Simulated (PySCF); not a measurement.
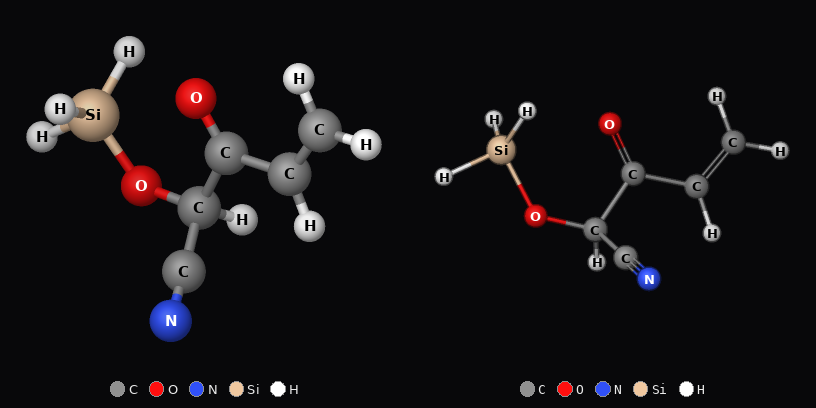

Both panels show the same species.

The computed structure is the end point of a GFN2-xTB optimisation. No frequency run is at hand to confirm it as a minimum.

Count the atoms of each element.

Answer. C5H7NO2Si, 16 atoms: 5 carbon, 7 hydrogen, 1 nitrogen, 2 oxygen and 1 silicon.

Count the bonded pairs by element.

Answer. 4 C–C, 4 C–H, 3 Si–H, 2 C–O, 1 C–N, 1 O–Si.

What is the point group of this geometry?

Answer. C1.

More results for the same structure follow; atom numbers are the same in all pictures, views and colours differ.

## Geometry

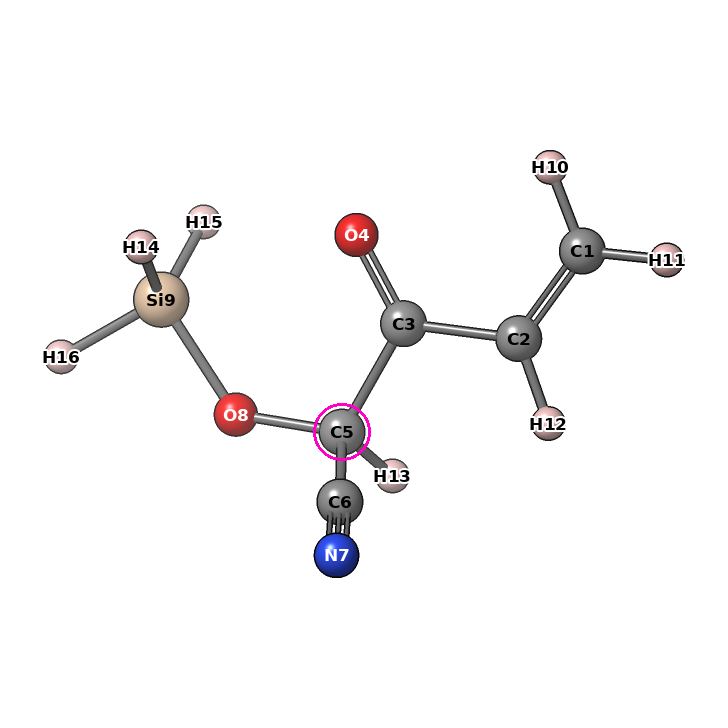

Atoms fade into the background with distance from the viewer. Circles mark the stereogenic atoms. No frequency run is at hand to confirm it as a minimum.

What are the Cahn–Ingold–Prelog descriptors?

Answer. C5: R (priorities O8 > C3 > C6 > H13).

## Dipole moment

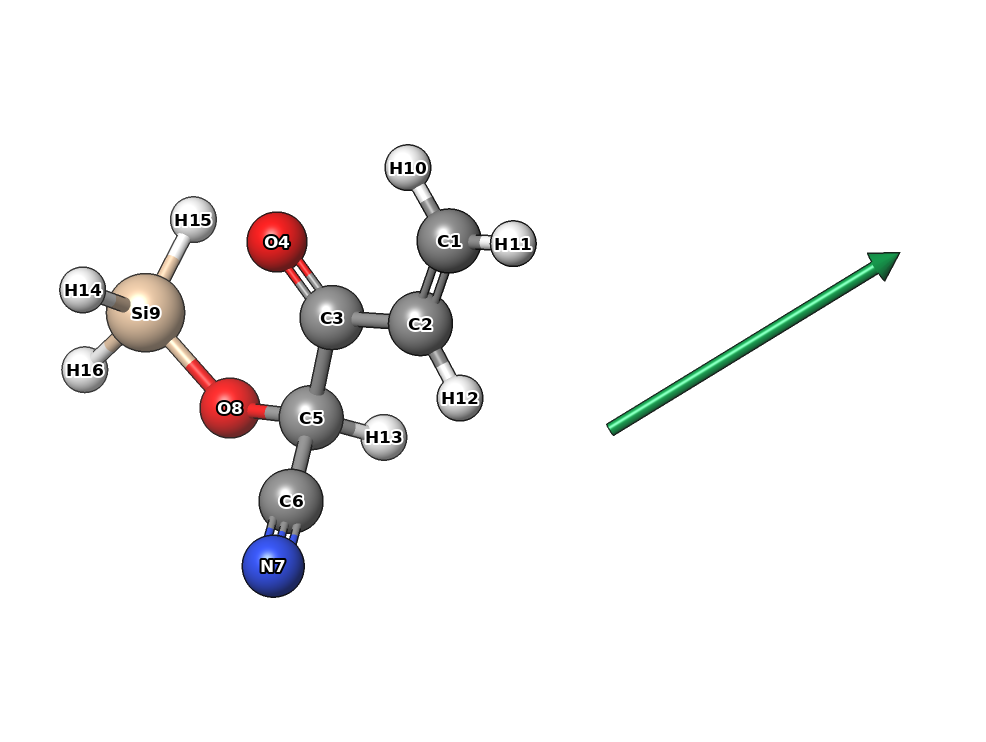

The arrow beside the molecule shows the direction of the dipole moment, from the negative to the positive end (its length means nothing). No frequency run is at hand to confirm it as a minimum. Level of theory: B3LYP/def2-SVPD, gas phase (PySCF 2.14.0).

Estimate the dipole moment.

Answer. 4.42 D; it points from the side of H16 to the side of H11 (the outermost atoms at the two ends).

## Polarisability

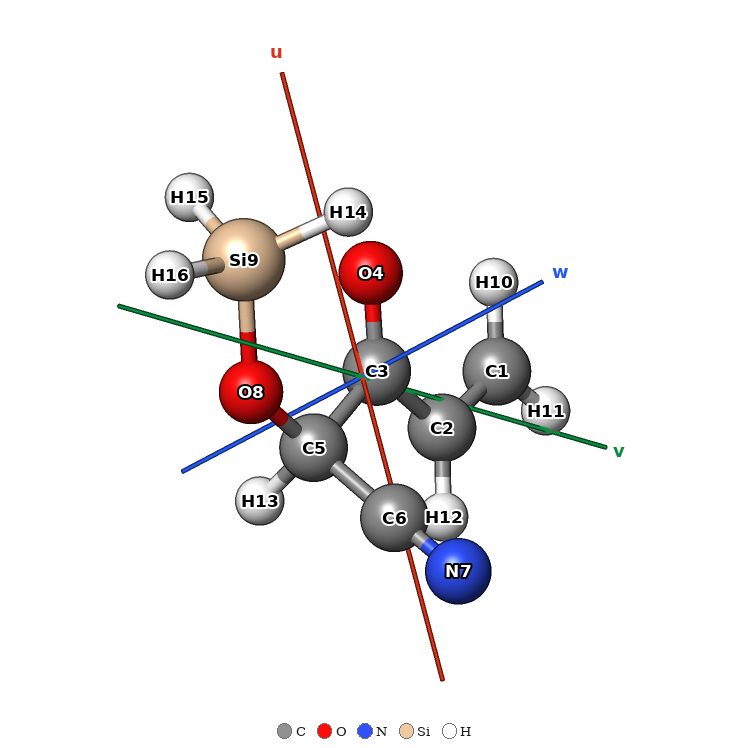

The lines u, v and w are the principal axes of the static dipole polarisability. No frequency run is at hand to confirm it as a minimum. Level of theory: B3LYP/def2-SVPD (PySCF 2.14.0).

Along which axis is the molecule most polarisable, and along which least?

Answer. Most along v (close to the long direction C1···Si9), least along w.

Give the three principal values.

Answer. u 98.6, v 114.7, w 72.5 bohr³; mean 95.3, anisotropy 36.9 bohr³.

## Excitation

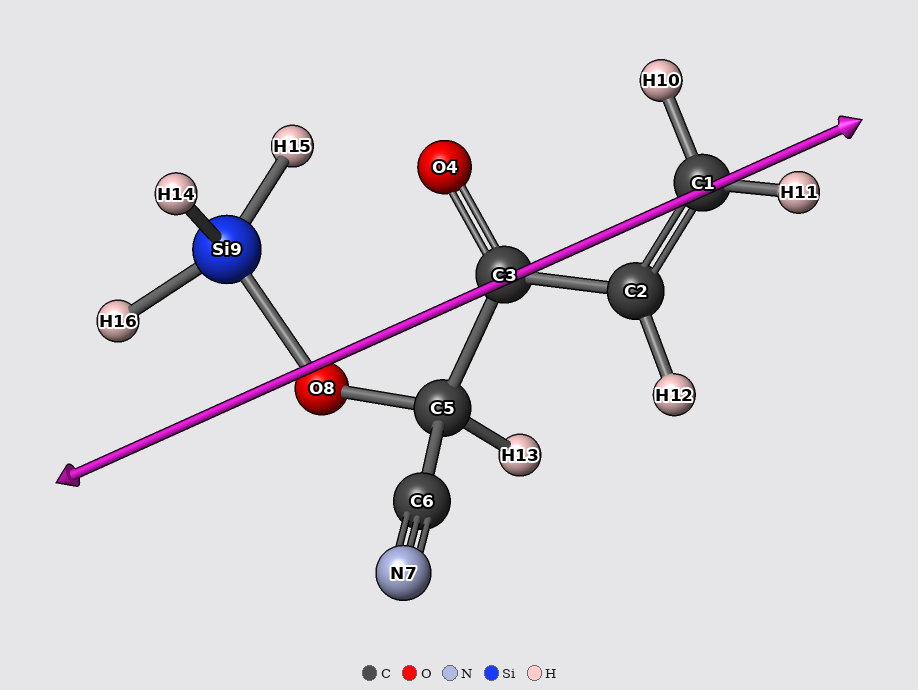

The double arrow shows the direction of the transition dipole to excited singlet state 4 (its length means nothing). No frequency run is at hand to confirm it as a minimum. Method: TDDFT B3LYP/def2-SVPD, vertical, gas phase, core orbitals frozen in the response (PySCF 2.14.0).

How is the transition polarised?

Answer. Close to the long direction C1···Si9.

Give its energy, strength and character.

Answer. 5.71 eV (217 nm), oscillator strength 0.33, mainly HOMO−2 → LUMO (weight 0.94); transition dipole 3.90 D.

The geometry is semi-empirical. Around Si such bond lengths and angles can be off by a tenth of an ångström or more and by several degrees, and values that hang on the shape move with them.
